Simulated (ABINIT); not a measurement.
# Beyond one shot: BP (F-43m), part 3 of 3

How far does self-consistency move the gap of BP (F-43m)?

ABINIT 10.8.3; LDA and many-body steps on it, plane waves. Known limits of the many-body steps: not at the basis limit.

So far. Step 8 (evGW0, cycle 4): Against the cycle before, the gap moves by −0.001 eV. Step 11 (evGW, cycle 1): Against G0W0 in ABINIT (6×6×6 mesh, 116 bands, screening to 244.9 eV, Godby-Needs plasmon pole), the gap moves by +0.246 eV.

## 14. evGW, cycle 2

This step: evGW on LDA, plane waves, norm-conserving pseudopotentials.

Input file run.abi:

```
acell 3*1.0 Angstrom
rprim 
  0.000000000000 2.269000000000 2.269000000000
  2.269000000000 0.000000000000 2.269000000000
  2.269000000000 2.269000000000 0.000000000000
ntypat 2
znucl 5 15
natom 2
typat 1 2
xred 
  0.000000000000 0.000000000000 0.000000000000
  0.250000000000 0.250000000000 0.250000000000
pp_dirpath "pseudos"
pseudos "B.upf, P.upf"
ecut 34
ngkpt 6 6 6
nshiftk 1
shiftk 0 0 0
kptopt 1
chksymbreak 0
istwfk *1
occopt 1
irdwfk 1
optdriver 4
nband 116
gwcalctyp 10
ecutsigx 34
symsigma 1
nkptgw 16
kptgw 
  0.0000000000 0.0000000000 0.0000000000
  0.1666666667 0.0000000000 0.0000000000
  0.3333333333 0.0000000000 0.0000000000
  0.5000000000 0.0000000000 0.0000000000
  0.1666666667 0.1666666667 0.0000000000
  0.3333333333 0.1666666667 0.0000000000
  0.5000000000 0.1666666667 0.0000000000
  -0.3333333333 0.1666666667 0.0000000000
  -0.1666666667 0.1666666667 0.0000000000
  0.3333333333 0.3333333333 0.0000000000
  0.5000000000 0.3333333333 0.0000000000
  -0.3333333333 0.3333333333 0.0000000000
  0.5000000000 0.5000000000 0.0000000000
  0.5000000000 0.3333333333 0.1666666667
  -0.3333333333 0.3333333333 0.1666666667
  -0.3333333333 0.5000000000 0.1666666667
bdgw 
  1 8
  1 8
  1 8
  1 8
  1 8
  1 8
  1 8
  1 8
  1 8
  1 8
  1 8
  1 8
  1 8
  1 8
  1 8
  1 8
ecuteps 9
irdscr 1
ppmodel 1
irdqps 1
indata_prefix "in"
outdata_prefix "out"
tmpdata_prefix "tmp"
```

Run with:

```console
$ OMP_NUM_THREADS=1 mpirun -n 4 abinit run.abi > log
```

What it wrote:

```text
.Version 10.8.3 of ABINIT. v10.8.2 released Aug 2026.

 Symmetries : space group F-4 3 m (#216); Bravais cF (face-center cubic)
[... echo of the input left out ...]
== DATASET  1 ==================================================================
-   mpi_nproc: 4, omp_nthreads: 1 (-1 if OMP is not activated)

--- !DatasetInfo
iteration_state: {dtset: 1, }
dimensions: {natom: 2, nkpt: 16, mband: 116, nsppol: 1, nspinor: 1, nspden: 1, mpw: 1524, }
cutoff_energies: {ecut:  34.0, pawecutdg:  -1.0, }
[...]
.  kptgw no:  3; Maximum DeltaE = (  -0.029   0.001) for band index:  2
[...]
.  kptgw no: 15; Maximum DeltaE = (  -0.010   0.000) for band index:  2
.  kptgw no: 16; Maximum DeltaE = (  -0.024  -0.000) for band index:  1

== END DATASET(S) ==============================================================
================================================================================

 -outvars: echo values of variables after computation  --------
           etotal      0.0000000000E+00
            nband         116
             nkpt          16
          spgroup         216
 [... the other variables as echoed above ...]

 Calculation completed.
```

Elapsed: 8.2 min, on 4 MPI ranks of Arm Neoverse V1, shared host; peak memory 0.97 GiB.

This step gave:

```
quasiparticle gap on the mesh                         : 2.436 eV
gap of the density functional on the mesh             : 1.318 eV
k of the valence top                                  : 0, 0, 0
k of the conduction bottom                            : 0.5, 0.5, 0
least direct quasiparticle gap on the computed points : 4.565 eV
```

Against the cycle before, the gap moves by +0.011 eV.

## 15. Screening, 6×6×6 mesh, 116 bands, screening to 244.9 eV

This step: RPA screening on LDA, plane waves, norm-conserving pseudopotentials.

Input file run.abi:

```
acell 3*1.0 Angstrom
rprim 
  0.000000000000 2.269000000000 2.269000000000
  2.269000000000 0.000000000000 2.269000000000
  2.269000000000 2.269000000000 0.000000000000
ntypat 2
znucl 5 15
natom 2
typat 1 2
xred 
  0.000000000000 0.000000000000 0.000000000000
  0.250000000000 0.250000000000 0.250000000000
pp_dirpath "pseudos"
pseudos "B.upf, P.upf"
ecut 34
ngkpt 6 6 6
nshiftk 1
shiftk 0 0 0
kptopt 1
chksymbreak 0
istwfk *1
occopt 1
irdwfk 1
optdriver 3
nband 116
ecuteps 9
inclvkb 2
awtr 1
symchi 1
gwcalctyp 10
mbpt_sciss 1.338 eV
nqptdm 1
qptdm 
  0 0 0
indata_prefix "in"
outdata_prefix "out"
tmpdata_prefix "tmp"
```

What it wrote:

```text
.Version 10.8.3 of ABINIT. v10.8.2 released Aug 2026.

 Symmetries : space group F-4 3 m (#216); Bravais cF (face-center cubic)
[... echo of the input left out ...]
== DATASET  1 ==================================================================
-   mpi_nproc: 4, omp_nthreads: 1 (-1 if OMP is not activated)

--- !DatasetInfo
iteration_state: {dtset: 1, }
dimensions: {natom: 2, nkpt: 16, mband: 116, nsppol: 1, nspinor: 1, nspden: 1, mpw: 1524, }
cutoff_energies: {ecut:  34.0, pawecutdg:  -1.0, }
[...]
[... chi0 elements left out ...]
 For q-point:  0.000010 0.000020 0.000030
  dielectric constant =   8.2856
  dielectric constant without local fields =   8.9558

  Average fulfillment of the sum rule on Im[epsilon] for q-point    1 :     95.59  [%]
[... wings left out ...]
== END DATASET(S) ==============================================================
================================================================================

 -outvars: echo values of variables after computation  --------
           etotal      0.0000000000E+00
            nband         116
             nkpt          16
          spgroup         216
 [... the other variables as echoed above ...]

 Calculation completed.
```

It took 3.9 s on 4 MPI ranks; peak memory 0.61 GiB; 15 s of CPU time.

Numbers from this step:

* ε∞ with local fields, on this mesh, along the program's q direction: 8.286
* the same without local fields: 8.956
* plasma frequency: 21.73 eV
* plane waves in the screening matrix: 181

This screening uses the functional's bands under a rigid shift, the mean opening of the cycle before.

## 16. Screening, 6×6×6 mesh, 116 bands, screening to 244.9 eV

This step: RPA screening on LDA from quasiparticle energies, plane waves, norm-conserving pseudopotentials.

run.abi: that of step 15 with these lines changed.

```diff
@@ -29,7 +29,21 @@
 symchi 1
+irdqps 1
 gwcalctyp 10
-mbpt_sciss 1.338 eV
-nqptdm 1
+nqptdm 15
 qptdm 
-  0 0 0
+  0.1666666667 0.0000000000 0.0000000000
+  0.3333333333 0.0000000000 0.0000000000
+  0.5000000000 0.0000000000 0.0000000000
+  0.1666666667 0.1666666667 0.0000000000
+  0.3333333333 0.1666666667 0.0000000000
+  0.5000000000 0.1666666667 0.0000000000
+  -0.3333333333 0.1666666667 0.0000000000
+  -0.1666666667 0.1666666667 0.0000000000
+  0.3333333333 0.3333333333 0.0000000000
+  0.5000000000 0.3333333333 0.0000000000
+  -0.3333333333 0.3333333333 0.0000000000
+  0.5000000000 0.5000000000 0.0000000000
+  0.5000000000 0.3333333333 0.1666666667
+  -0.3333333333 0.3333333333 0.1666666667
+  -0.3333333333 0.5000000000 0.1666666667
 indata_prefix "in"
```

Input file mrgscr.stdin:

```
2
merged
q0_SCR
out_SCR
1
```

Run with:

```console
$ OMP_NUM_THREADS=1 mpirun -n 4 abinit run.abi > log; mrgscr < mrgscr.stdin
```

What it wrote:

```text
.Version 10.8.3 of ABINIT. v10.8.2 released Aug 2026.

 Symmetries : space group F-4 3 m (#216); Bravais cF (face-center cubic)
[... echo of the input left out ...]
== DATASET  1 ==================================================================
-   mpi_nproc: 4, omp_nthreads: 1 (-1 if OMP is not activated)

--- !DatasetInfo
iteration_state: {dtset: 1, }
dimensions: {natom: 2, nkpt: 16, mband: 116, nsppol: 1, nspinor: 1, nspden: 1, mpw: 1524, }
cutoff_energies: {ecut:  34.0, pawecutdg:  -1.0, }
[...]
q-point number  1        q = ( 0.166667, 0.000000, 0.000000) [r.l.u.]
--------------------------------------------------------------------------------
[... chi0 elements left out ...]
  Average fulfillment of the sum rule on Im[epsilon] for q-point    2 :    107.19  [%]

--------------------------------------------------------------------------------
  q-point number  2        q = ( 0.333333, 0.000000, 0.000000) [r.l.u.]
--------------------------------------------------------------------------------
[... chi0 elements left out ...]
  Average fulfillment of the sum rule on Im[epsilon] for q-point    3 :    101.19  [%]

 [... 13 further q-points ...]
```

Wall time 52 s (4 MPI ranks); peak memory 0.8 GiB.

Numbers from this step:

* plasma frequency: 21.73 eV
* plane waves in the screening matrix: 181

This screening reads the quasiparticle levels of the cycle before.

## 17. evGW, cycle 3

This step: evGW on LDA, plane waves, norm-conserving pseudopotentials.

run.abi: that of step 16 with these lines changed.

```diff
@@ -23,12 +23,10 @@
 irdwfk 1
-optdriver 3
+optdriver 4
 nband 116
-ecuteps 9
-inclvkb 2
-awtr 1
-symchi 1
-irdqps 1
 gwcalctyp 10
-nqptdm 15
-qptdm 
+ecutsigx 34
+symsigma 1
+nkptgw 16
+kptgw 
+  0.0000000000 0.0000000000 0.0000000000
   0.1666666667 0.0000000000 0.0000000000
@@ -48,2 +46,23 @@
   -0.3333333333 0.5000000000 0.1666666667
+bdgw 
+  1 8
+  1 8
+  1 8
+  1 8
+  1 8
+  1 8
+  1 8
+  1 8
+  1 8
+  1 8
+  1 8
+  1 8
+  1 8
+  1 8
+  1 8
+  1 8
+ecuteps 9
+irdscr 1
+ppmodel 1
+irdqps 1
 indata_prefix "in"
```

Run with:

```console
$ OMP_NUM_THREADS=1 mpirun -n 4 abinit run.abi > log
```

What it wrote:

```text
.Version 10.8.3 of ABINIT. v10.8.2 released Aug 2026.

 Symmetries : space group F-4 3 m (#216); Bravais cF (face-center cubic)
[... echo of the input left out ...]
== DATASET  1 ==================================================================
-   mpi_nproc: 4, omp_nthreads: 1 (-1 if OMP is not activated)

--- !DatasetInfo
iteration_state: {dtset: 1, }
dimensions: {natom: 2, nkpt: 16, mband: 116, nsppol: 1, nspinor: 1, nspden: 1, mpw: 1524, }
cutoff_energies: {ecut:  34.0, pawecutdg:  -1.0, }
[...]
.  kptgw no:  3; Maximum DeltaE = (  -0.006   0.001) for band index:  1
[...]
.  kptgw no: 15; Maximum DeltaE = (  -0.005   0.000) for band index:  1
.  kptgw no: 16; Maximum DeltaE = (   0.004  -0.000) for band index:  1

== END DATASET(S) ==============================================================
================================================================================

 -outvars: echo values of variables after computation  --------
           etotal      0.0000000000E+00
            nband         116
             nkpt          16
          spgroup         216
 [... the other variables as echoed above ...]

 Calculation completed.
```

The job ended after 8.2 min (4 MPI ranks; peak memory 0.97 GiB; 33 min of CPU time).

Numbers from this step:

| Item | Value |
| --- | --- |
| quasiparticle gap on the mesh | 2.436 eV |
| gap of the density functional on the mesh | 1.318 eV |
| k of the valence top | 0, 0, 0 |
| k of the conduction bottom | 0.5, 0.5, 0 |
| least direct quasiparticle gap on the computed points | 4.565 eV |

Against the cycle before, the gap moves by +0.000 eV.

## 18. The runs together

Times are wall times on 4 MPI ranks of Arm Neoverse V1, shared host, good to a factor of about two. A run's time includes the screening step that it read.

```
           run   mesh  bands  screening cutoff (eV)  DFT gap (eV)  gap on the mesh (eV)  direct (eV)  ε∞ used     time
          G0W0  6×6×6    116                  244.9         1.318                 2.179        4.291     9.89     73 s
evGW0, cycle 1  6×6×6    116                  244.9         1.318                 2.404        4.531     9.89  9.1 min
evGW0, cycle 2  6×6×6    116                  244.9         1.318                 2.283        4.394     9.89  9.1 min
evGW0, cycle 3  6×6×6    116                  244.9         1.318                 2.296        4.411     9.89  9.1 min
evGW0, cycle 4  6×6×6    116                  244.9         1.318                 2.295        4.409     9.89  9.1 min
 evGW, cycle 1  6×6×6    116                  244.9         1.318                 2.425        4.554     8.47  9.2 min
 evGW, cycle 2  6×6×6    116                  244.9         1.318                 2.436        4.565     8.30  9.1 min
 evGW, cycle 3  6×6×6    116                  244.9         1.318                 2.436        4.565     8.29  9.2 min
```

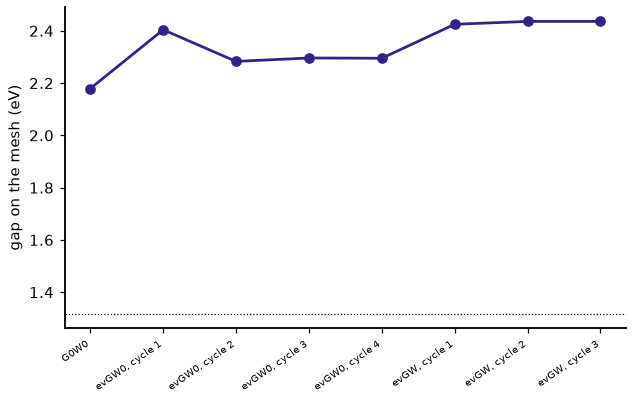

The gap through the cycles; the dotted line is the starting gap.

## 19. Summary of results

```json
{
  "G0W0": "2.179 eV",
  "evGW0, cycle 1": "2.404 eV",
  "evGW0, cycle 2": "2.283 eV",
  "evGW0, cycle 3": "2.296 eV",
  "evGW0, cycle 4": "2.295 eV",
  "evGW, cycle 1": "2.425 eV",
  "evGW, cycle 2": "2.436 eV",
  "evGW, cycle 3": "2.436 eV",
  "known limits": "not at the basis limit"
}
```

In words: Only the bands that the input lists are updated; the others, empty or deep, keep the functional's energies or take a rigid shift. The evGW loop starts from the last levels of evGW0, so its cycles and time come on top of those. evGW0 ends at 2.29 eV, +0.12 eV from G0W0, after 4 cycles that took 33 min beside the first screening; the last moved the gap by 0.001 eV. evGW ends at 2.44 eV, +0.26 eV from G0W0, after 3 cycles that took 27 min beside the first screening; the last moved the gap by 0.000 eV. The first cycle of evGW0 takes the full correction, without the factor Z, so it overshoots the one-shot value. Bands and cutoff are finite, so the gap is not at the basis limit. The miss can reach some tenths of an eV and take either sign; the mesh is an error of its own. A denser mesh or path gives a starting gap of 1.21 eV: the GW mesh misses a band edge, so its gaps are not the fundamental one. In the updated screening the q = 0 part is built from Kohn-Sham bands under a rigid shift, the other q from the quasiparticle levels.

[Paths, hosts, dates, memory and timing lines, banners, echoed tables and standing remarks are left out of the program output.]

[Logs are printed without paths, hosts, clocks, repeated set-up lines and the standing remarks that a program may print on its own settings, such as how far it seeks lower states.]

[Runs of the session that timed out or met a known fault of the program may be left out.]

[Hosts, paths, dates, database ids (printed as entryN), source tags and the programs' standing remarks are cut or masked in the printed files.]

[G0W0 gaps are taken among the corrected bands and points alone; a level outside them can change the order at an edge.]

[Where Ansatz stands beside ABINIT at settings called matched, ABINIT's density can come from a denser mesh and the files from another edition; pairs whose starting gaps differed by over 0.03 eV were left out, so agreement reads better than it is.]
